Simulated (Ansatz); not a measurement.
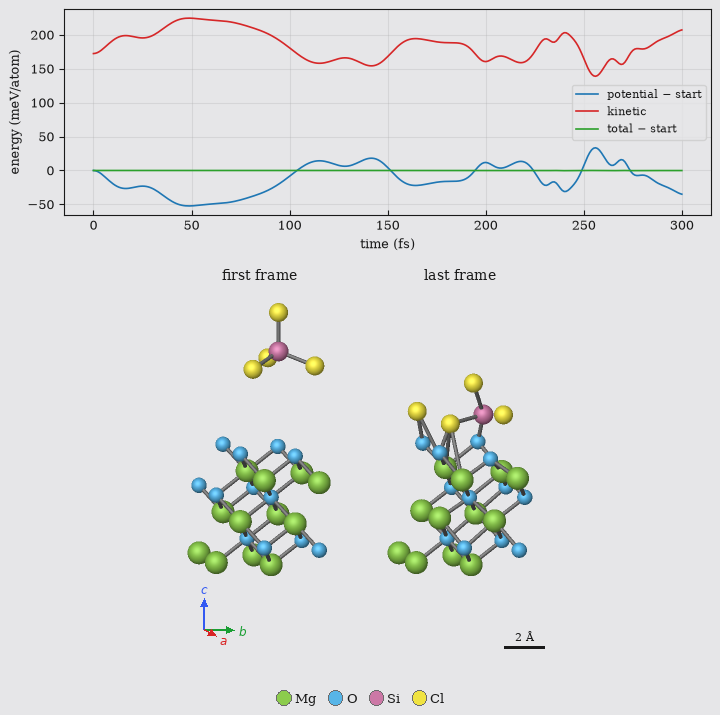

First-principles dynamics of SiCl4 on MgO(111) (29 atoms in the cell), 300 fs long. A ball-and-stick model of the simulation cell, with the vacuum cut short, seen slightly off an axis. Bonds to atoms that aren't drawn are left out.

All numbers below come from DFT PBE-D3(BJ), scalar-relativistic, plane waves, PAW (Ansatz). Set-up: plane-wave cutoff 420 eV; k-point mesh 2 × 2 × 1; Fermi-Dirac smearing 0.05 eV; 8 atoms held fixed; constant energy (NVE); time step 1 fs; at the start 5 atoms move with typed velocities and the others are at rest.

> Is this trajectory numerically sound?

The total energy stays between −0.27 and 0.012 meV per atom of its start. A straight-line fit has a slope that amounts to −0.09 meV per atom over 300 fs (under 0.1 % of the mean kinetic energy), its mean offset in the second half is under 0.1 %, and the ripple about the line is 0.2 % of the kinetic energy's fluctuation. With a drift under 2 % and a ripple under 7 %, the integration is accurate. The mean temperature in the second half is 1908 K (standard deviation 172 K). The potential energy in the second half lies on average 6.3 meV per atom below the first frame.

Limits of the set-up: the k-point mesh is coarse for a cell with partly filled bands; the periodic images lie only 5.7 Å apart, so the values are limited by the cell's size.

The run took 46 min on 2 threads of Arm Neoverse V1, with other jobs on the host, peak memory 1.4 GiB.

PAW datasets: the set soft_1.
